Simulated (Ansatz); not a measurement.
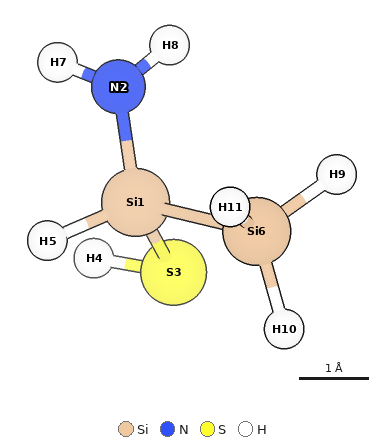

*The structure as given in the input (ball-and-stick view, seen at a tilt; atoms are numbered from 1 in the order of the input).*

Nudged elastic band of Si2NH7S

Si2NH7S, computed with RHF/6-31G (Ansatz 0.2.0).

Figures and captions count atoms from 1; the log counts them from 0 in places.

### Output
```
Functional definition: HF
  name "HF"
  cite "Fock, Z. Phys. 61, 126 (1930) doi:10.1007/BF01340294"
  parent pbe
  exchange = exact_x
  correlation = 0
826 factors; integrals over basis functions are off by at most 1.6e-4 eV
mean field evaluation 1: about -28127.6700 eV, gradient 2.9e1 eV
mean field evaluation 2: about -28127.6747 eV, gradient 2.9e1 eV
mean field evaluation 4: about -28130.0040 eV, gradient 2.5e0 eV
mean field evaluation 8: about -28130.0276 eV, gradient 1.5e-2 eV
mean field -28130.02763756 eV, -1033.7594484627 hartree, gradient 4.4e-5 eV, S^2 0.000000; 0 other end points of the search recorded, 0 dependent functions left out
the calculation of the forces begins
reference -28130.02763756 eV, -1033.7594484627 hartree; 29, 29 occupied and 33, 33 virtual orbitals, 826 factors
826 factors; integrals over basis functions are off by at most 1.7e-4 eV
mean field evaluation 16: about -28129.8678 eV, gradient 1.9e-1 eV
mean field -28129.86806070 eV, -1033.7535841212 hartree, gradient 5.6e-5 eV, S^2 0.000000; 0 other end points of the search recorded, 0 dependent functions left out
[... from here on the field's lines of each further geometry are left out, up to the last ...]
WARN: NEB end point (image 0): max|allowed force component| = 2.129e0 eV/Å (the criterion of neb.relax_end_points is 1.000e-2). That is over neb.f_tol: it is no minimum, so the barrier can be far off. Relax it first
WARN: NEB end point (image 5): max|allowed force component| = 2.301e0 eV/Å (the criterion of neb.relax_end_points is 1.000e-2). That is over neb.f_tol: it is no minimum, so the barrier can be far off. Relax it first
NEB iter   1: max|band force component| = 1.764e1 eV/Å  barrier→ = 4.7820 eV  barrier← = 4.6224 eV  Δτ_max = 0.2000 Å  (187 SCF iters)
NEB iter   2: max|band force component| = 2.359e0 eV/Å  barrier→ = 2.3284 eV  barrier← = 2.1688 eV  Δτ_max = 0.2000 Å  (113 SCF iters)
NEB iter   3: max|band force component| = 4.917e0 eV/Å  barrier→ = 1.5632 eV  barrier← = 1.4036 eV  Δτ_max = 0.1007 Å  (117 SCF iters)
NEB iter   4: max|band force component| = 1.238e0 eV/Å  barrier→ = 1.4190 eV  barrier← = 1.2594 eV  Δτ_max = 0.1953 Å  (119 SCF iters)
NEB iter   5: max|band force component| = 1.321e0 eV/Å  barrier→ = 1.1476 eV  barrier← = 0.9880 eV  Δτ_max = 0.1006 Å  (103 SCF iters)
NEB iter   6: max|band force component| = 1.542e0 eV/Å  barrier→ = 0.7565 eV  barrier← = 0.5969 eV  Δτ_max = 0.0503 Å  (106 SCF iters)
NEB iter   7: max|band force component| = 7.862e-1 eV/Å  barrier→ = 0.6619 eV  barrier← = 0.5024 eV  Δτ_max = 0.1004 Å  (92 SCF iters)
NEB iter   8: max|band force component| = 6.658e-1 eV/Å  barrier→ = 0.3849 eV  barrier← = 0.2253 eV  Δτ_max = 0.1011 Å  (112 SCF iters)
NEB iter   9: max|band force component| = 5.505e-1 eV/Å  barrier→ = 0.3220 eV  barrier← = 0.1624 eV  Δτ_max = 0.0803 Å  (99 SCF iters)
NEB iter  10: max|band force component| = 1.351e0 eV/Å  barrier→ = 0.2871 eV  barrier← = 0.1276 eV  CI = image 3  Δτ_max = 0.1005 Å  (93 SCF iters)
NEB iter  11: max|band force component| = 1.818e0 eV/Å  barrier→ = 0.5020 eV  barrier← = 0.3424 eV  CI = image 3  Δτ_max = 0.2000 Å  (98 SCF iters)
NEB iter  12: max|band force component| = 1.463e0 eV/Å  barrier→ = 1.1061 eV  barrier← = 0.9465 eV  CI = image 3  Δτ_max = 0.1804 Å  (95 SCF iters)
NEB iter  13: max|band force component| = 1.375e0 eV/Å  barrier→ = 1.3453 eV  barrier← = 1.1857 eV  CI = image 3  Δτ_max = 0.1541 Å  (111 SCF iters)
NEB iter  14: max|band force component| = 1.164e0 eV/Å  barrier→ = 1.3711 eV  barrier← = 1.2115 eV  CI = image 3  Δτ_max = 0.1181 Å  (97 SCF iters)
NEB iter  15: max|band force component| = 5.271e-1 eV/Å  barrier→ = 1.3337 eV  barrier← = 1.1741 eV  CI = image 3  Δτ_max = 0.0473 Å  (98 SCF iters)
NEB iter  16: max|band force component| = 3.433e-1 eV/Å  barrier→ = 1.3103 eV  barrier← = 1.1508 eV  CI = image 3  Δτ_max = 0.0490 Å  (94 SCF iters)
NEB iter  17: max|band force component| = 8.207e-2 eV/Å  barrier→ = 1.3036 eV  barrier← = 1.1441 eV  CI = image 3  Δτ_max = 0.0214 Å  (91 SCF iters)
NEB iter  18: max|band force component| = 5.301e-2 eV/Å  barrier→ = 1.3023 eV  barrier← = 1.1428 eV  CI = image 3  Δτ_max = 0.0336 Å  (93 SCF iters)
NEB iter  19: max|band force component| = 4.924e-2 eV/Å  barrier→ = 1.3014 eV  barrier← = 1.1419 eV  CI = image 3  Δτ_max = 0.0305 Å  (91 SCF iters)
NEB iter  20: max|band force component| = 5.430e-2 eV/Å  barrier→ = 1.3006 eV  barrier← = 1.1410 eV  CI = image 3  Δτ_max = 0.0639 Å  (25 SCF iters)
NEB iter  21: max|band force component| = 8.368e-2 eV/Å  barrier→ = 1.2994 eV  barrier← = 1.1399 eV  CI = image 3  Δτ_max = 0.0319 Å  (90 SCF iters)
NEB iter  22: max|band force component| = 8.327e-2 eV/Å  barrier→ = 1.2986 eV  barrier← = 1.1390 eV  CI = image 3  Δτ_max = 0.0319 Å  (94 SCF iters)
NEB iter  23: max|band force component| = 6.744e-2 eV/Å  barrier→ = 1.2979 eV  barrier← = 1.1383 eV  CI = image 3  Δτ_max = 0.0319 Å  (91 SCF iters)
NEB iter  24: max|band force component| = 7.447e-2 eV/Å  barrier→ = 1.2975 eV  barrier← = 1.1379 eV  CI = image 3  Δτ_max = 0.0160 Å  (92 SCF iters)
NEB iter  25: max|band force component| = 7.214e-2 eV/Å  barrier→ = 1.2973 eV  barrier← = 1.1377 eV  CI = image 3  Δτ_max = 0.0160 Å  (94 SCF iters)
NEB iter  26: max|band force component| = 5.680e-2 eV/Å  barrier→ = 1.2971 eV  barrier← = 1.1375 eV  CI = image 3  Δτ_max = 0.0160 Å  (93 SCF iters)
the calculation of the forces begins
reference -28129.99317309 eV, -1033.7581819169 hartree; 29, 29 occupied and 33, 33 virtual orbitals, 826 factors
these checks for a lower state are left out or cut short: stability, starts, cluster_reference, orbital_swaps, neighbouring_geometries, increment
826 factors; integrals over basis functions are off by at most 2.0e-4 eV
mean field -28128.75177757 eV, -1033.7125614731 hartree, gradient 1.3e-6 eV, S^2 0.000000; 0 other end points of the search recorded, 0 dependent functions left out
the calculation of the forces begins
reference -28128.75177757 eV, -1033.7125614731 hartree; 29, 29 occupied and 33, 33 virtual orbitals, 826 factors
NEB iter  27: max|band force component| = 3.479e-2 eV/Å  barrier→ = 1.2969 eV  barrier← = 1.1374 eV  CI = image 3  CI's point: of a kind that is not told: the force calls were inconclusive, a negative curvature could not be distinguished from the path's own, the only one lies far off the path, or fixed occupations may fill a level only in part  Δτ_max = 0.0000 Å  (1051 SCF iters)
```

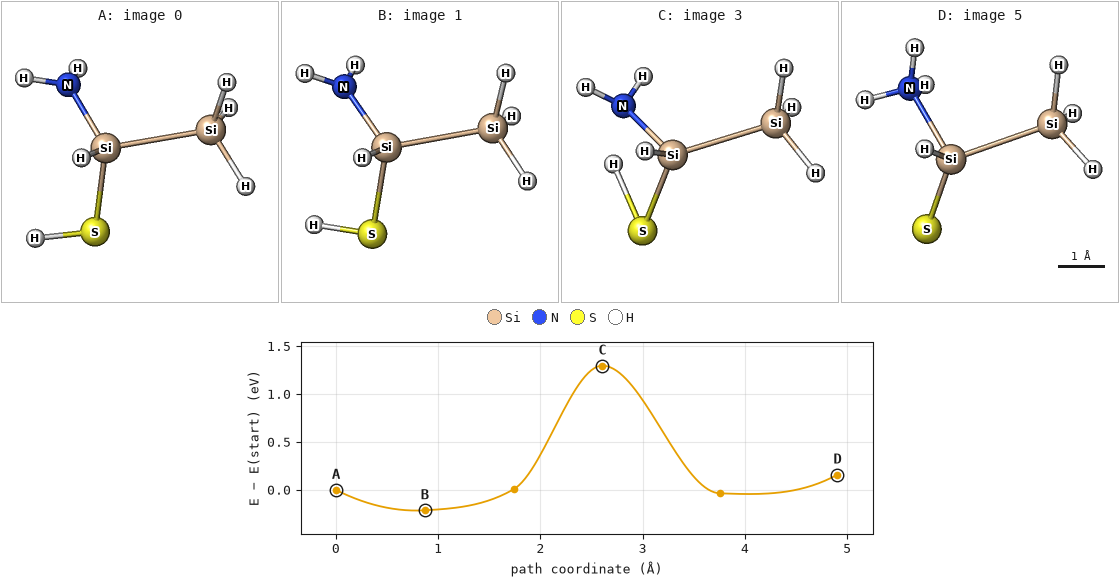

*Images of the last band (counted from 0; ball-and-stick, seen at a tilt) above the energy along the path; the line is a cubic interpolation that uses the forces.*

The highest image is number 3, 1.297 eV above the start and 1.137 eV above the end (the climbing image); the end lies 0.160 eV above the start. The path is 4.90 Å long. The band converged in 27 iterations. The end points carry forces over 0.1 eV/Å, so they aren't fully relaxed minima and the barriers are approximate.

```
Total energy: -28128.73071023 eV, -1033.7117872624 hartree
Atom 0 at    -0.410799     0.152066    -0.696597 Å, force    -0.001023    -0.010327    -0.004790 eV/Å
Atom 1 at     1.299206     0.934662    -0.521807 Å, force    -0.002794    -0.005126    -0.002824 eV/Å
Atom 2 at     0.540026    -1.125592    -2.223007 Å, force     0.000805     0.005191     0.005893 eV/Å
Atom 3 at     1.558961    -0.022472    -1.540807 Å, force    -0.001184    -0.003871    -0.003461 eV/Å
Atom 4 at    -1.307870     1.236098    -1.181823 Å, force    -0.001056     0.001175    -0.000199 eV/Å
Atom 5 at    -1.124703    -0.808863     1.346158 Å, force     0.003251     0.001881    -0.000095 eV/Å
Atom 6 at     1.416946     1.883109    -0.825997 Å, force     0.001686     0.004034     0.005349 eV/Å
Atom 7 at     1.833532     0.767626     0.309997 Å, force     0.003626     0.006984     0.000950 eV/Å
Atom 8 at     0.035215    -1.492582     1.986215 Å, force    -0.002577    -0.001007    -0.002054 eV/Å
Atom 9 at    -2.217492    -1.785447     1.086679 Å, force    -0.002450     0.000671     0.000100 eV/Å
Atom 10 at    -1.623020     0.261394     2.260986 Å, force     0.001715     0.000397     0.001132 eV/Å
Dipole moment:     0.038351     0.842940     0.894131 e Å
```

### The last band as extended XYZ (Å, eV, eV/Å)
```
11
Properties=species:S:1:pos:R:3:forces:R:3 image=0 energy=-28130.02764
Si   -0.0482    0.3657   -0.4772   -1.8457   0.2648   0.9174
N     1.2330    1.2260    0.2735    2.1286   0.5285  -0.0778
S     0.4722   -1.0290   -2.0357    0.4264  -0.7168  -1.0195
H     0.9054   -0.0960   -2.9010    0.2103  -0.0854  -0.5178
H    -0.9278    1.4103   -1.0630   -0.0182   0.0058  -0.1114
Si   -1.1283   -0.9519    1.1278   -0.1465  -0.1352   0.2673
H     1.5941    2.0635   -0.1551   -0.2655  -0.2388   0.4619
H     1.9591    0.7295    0.7652   -0.4532   0.3892   0.0397
H    -0.1156   -1.7587    1.8641    0.0694  -0.0445   0.0414
H    -2.1064   -1.8769    0.4972   -0.0605  -0.0312  -0.0557
H    -1.8376   -0.0825    2.1042   -0.0451   0.0636   0.0545
11
Properties=species:S:1:pos:R:3:forces:R:3 image=1 energy=-28130.24053
Si   -0.1686    0.3692   -0.5040    0.0200  -0.0147   0.0134
N     1.2243    1.2683    0.0696   -0.0344   0.0053  -0.0121
S     0.4133   -1.0879   -2.1449   -0.0051  -0.0127   0.0409
H     1.4372   -0.4001   -2.7022   -0.0223   0.0109  -0.0555
H    -1.1000    1.3749   -1.0828    0.0158  -0.0060  -0.0078
Si   -1.1398   -0.9494    1.2088    0.0053   0.0049  -0.0078
H     1.4126    2.1978   -0.2293    0.0196   0.0049   0.0199
H     1.9339    0.8774    0.6453    0.0077   0.0075   0.0146
H    -0.1104   -1.8799    1.7539   -0.0050  -0.0040   0.0064
H    -2.2985   -1.7267    0.6851    0.0113   0.0009  -0.0079
H    -1.6041   -0.0437    2.3005   -0.0129   0.0030  -0.0041
11
Properties=species:S:1:pos:R:3:forces:R:3 image=2 energy=-28130.02187
Si   -0.3058    0.3298   -0.5842    0.0858   0.0846   0.0608
N     1.1785    1.1683   -0.1505   -0.1078   0.1855   0.2564
S     0.4458   -0.9855   -2.2675   -0.0617  -0.0173   0.0380
H     1.6538   -0.3920   -2.0829    0.0748  -0.3674  -0.4418
H    -1.2763    1.3208   -1.1198   -0.0003  -0.0311  -0.0298
Si   -1.1317   -0.8833    1.2734    0.0086   0.0044  -0.0056
H     1.4624    2.0157   -0.5850   -0.0072   0.0901   0.0715
H     1.8543    0.7844    0.4689    0.0042   0.0760   0.0832
H    -0.0102   -1.6636    1.8705   -0.0042  -0.0151   0.0057
H    -2.2451   -1.7996    0.8988    0.0136   0.0075  -0.0381
H    -1.6258    0.1049    2.2782   -0.0057  -0.0173  -0.0004
11
Properties=species:S:1:pos:R:3:forces:R:3 image=3 energy=-28128.73071
Si   -0.4108    0.1521   -0.6966   -0.0010  -0.0103  -0.0048
N     1.2992    0.9347   -0.5218   -0.0028  -0.0051  -0.0028
S     0.5400   -1.1256   -2.2230    0.0008   0.0052   0.0059
H     1.5590   -0.0225   -1.5408   -0.0012  -0.0039  -0.0035
H    -1.3079    1.2361   -1.1818   -0.0011   0.0012  -0.0002
Si   -1.1247   -0.8089    1.3462    0.0033   0.0019  -0.0001
H     1.4169    1.8831   -0.8260    0.0017   0.0040   0.0053
H     1.8335    0.7676    0.3100    0.0036   0.0070   0.0009
H     0.0352   -1.4926    1.9862   -0.0026  -0.0010  -0.0021
H    -2.2175   -1.7854    1.0867   -0.0024   0.0007   0.0001
H    -1.6230    0.2614    2.2610    0.0017   0.0004   0.0011
11
Properties=species:S:1:pos:R:3:forces:R:3 image=4 energy=-28130.06328
Si   -0.4414   -0.1468   -0.8937    0.0080  -0.0099  -0.0091
N     1.2995    0.8965   -0.5725   -0.0055  -0.0176  -0.0083
S     0.1495   -1.6032   -2.2918   -0.0161  -0.0165  -0.0032
H     1.8682    0.6036   -1.3517    0.0095   0.0327   0.0058
H    -1.2103    1.0621   -1.3255    0.0033  -0.0036  -0.0030
Si   -1.0556   -0.7416    1.3271    0.0042   0.0038  -0.0017
H     1.1545    1.8894   -0.6015   -0.0053   0.0032   0.0212
H     1.7566    0.6371    0.2828   -0.0029  -0.0022   0.0028
H     0.1310   -1.3314    2.0212   -0.0005   0.0007  -0.0036
H    -2.1672   -1.7296    1.3010   -0.0032   0.0040   0.0042
H    -1.4849    0.4638    2.1047    0.0084   0.0053  -0.0052
11
Properties=species:S:1:pos:R:3:forces:R:3 image=5 energy=-28129.86806
Si   -0.3446   -0.2751   -0.9186   -1.5904   1.9198   1.4214
N     1.2025    0.9003   -0.5818    1.2274   0.7421   0.1458
S     0.3869   -1.7540   -2.0180    1.0649  -2.3009  -1.7876
H     1.5839    1.1205   -1.5000   -0.2033  -0.0287   0.4410
H    -1.1922    0.8198   -1.4924    0.0022  -0.0187  -0.0571
Si   -1.0328   -0.6633    1.2953   -0.1852  -0.1369   0.2703
H     1.0273    1.7621   -0.0695   -0.0065  -0.5199  -0.3056
H     1.9067    0.3501   -0.0956   -0.3362   0.2998  -0.1831
H     0.0459   -1.3715    2.0404    0.0901  -0.0288   0.0466
H    -2.2624   -1.4968    1.3120   -0.0756  -0.0423   0.0073
H    -1.3212    0.6080    2.0282    0.0126   0.1145   0.0010
```

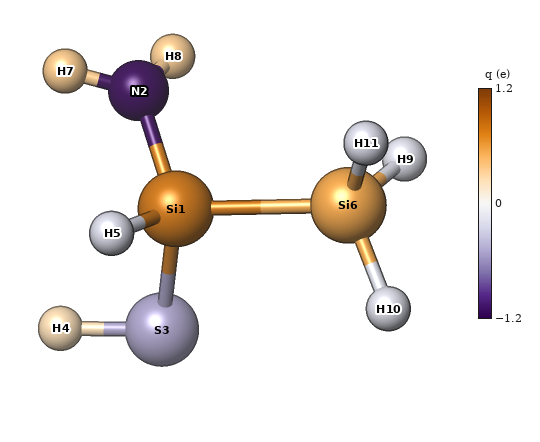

*Mulliken charges, as the colour of each atom (ball-and-stick view, seen at a tilt; atoms are numbered from 1 in the order of the input).*

By element: Si +0.55 to +0.81, N −1.17, S −0.55 and H −0.18 to +0.38 e.

This output came from the following input.

### The input
```yaml
crystal:
  periodic: [false, false, false]
  atoms:
    - {symbol: Si, position_ang: [-0.048188, 0.365737, -0.477161]}
    - {symbol: N, position_ang: [1.232956, 1.226028, 0.273467]}
    - {symbol: S, position_ang: [0.472232, -1.029032, -2.035725]}
    - {symbol: H, position_ang: [0.905423, -0.096002, -2.900977]}
    - {symbol: H, position_ang: [-0.927768, 1.410276, -1.063039]}
    - {symbol: Si, position_ang: [-1.128258, -0.951852, 1.127789]}
    - {symbol: H, position_ang: [1.594065, 2.063492, -0.155105]}
    - {symbol: H, position_ang: [1.959080, 0.729517, 0.765233]}
    - {symbol: H, position_ang: [-0.115575, -1.758698, 1.864105]}
    - {symbol: H, position_ang: [-2.106395, -1.876922, 0.497241]}
    - {symbol: H, position_ang: [-1.837571, -0.082544, 2.104170]}
basis:
  gaussian: {orbitals: 6-31G}
hamiltonian: {xc: hf}
neb:
  images: 4
  climbing: true
  max_iterations: 40
  initial_path: linear
  final_atoms:
    - {symbol: Si, position_ang: [-0.363749, 0.022674, -0.951536]}
    - {symbol: N, position_ang: [1.297198, 0.892484, -0.340464]}
    - {symbol: S, position_ang: [0.215209, -1.170592, -2.425264]}
    - {symbol: H, position_ang: [1.708266, 1.312306, -1.172143]}
    - {symbol: H, position_ang: [-1.084079, 1.315271, -1.189751]}
    - {symbol: Si, position_ang: [-1.109570, -0.877488, 1.087796]}
    - {symbol: H, position_ang: [1.210509, 1.596181, 0.389662]}
    - {symbol: H, position_ang: [1.934020, 0.159834, -0.035992]}
    - {symbol: H, position_ang: [-0.119587, -1.871031, 1.591007]}
    - {symbol: H, position_ang: [-2.421359, -1.549702, 0.903127]}
    - {symbol: H, position_ang: [-1.266858, 0.170063, 2.143559]}
```

Launch command:
```bash
ansatz run in.yaml --threads 4 --pin off --events-out ev --progress --plain --max-ram 9574MiB
```

### Summary

```json
{"quantity": "outcome", "value": "converged"}
{"quantity": "barrier, forward", "value": "1.297 eV"}
{"quantity": "barrier, backward", "value": "1.137 eV"}
{"quantity": "dipole moment (one image of the band)", "value": "5.91 D"}
{"quantity": "hardware", "value": "4 threads of Arm Neoverse V1, 23 GiB of memory available, shared host"}
{"quantity": "wall time", "value": "76 s (CPU time 4 min)"}
{"quantity": "peak memory", "value": "0.56 GiB"}
```
